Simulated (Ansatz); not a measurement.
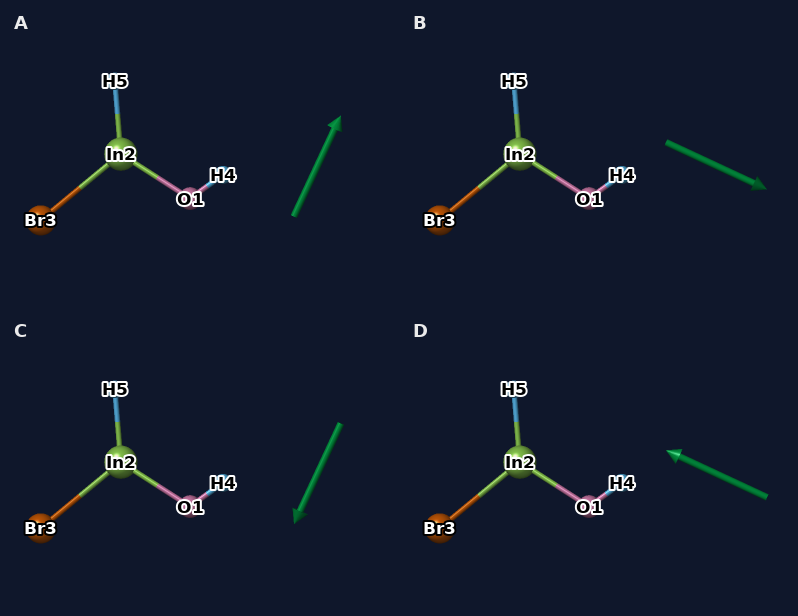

The same molecule four times, each with an arrow. Computed geometry: PBE0-D4/def2-TZVP optimisation. No frequency run is at hand to confirm it as a minimum. Method: RKS PBE0-D4/def2-TZVP, core potentials on In (Ansatz 0.2.0).

**Which arrow points along the dipole moment, from the negative to the positive end?**

A. The dipole moment is 3.44 D; it points from the side of Br3 to the side of H5 (the outermost atoms at the two ends).
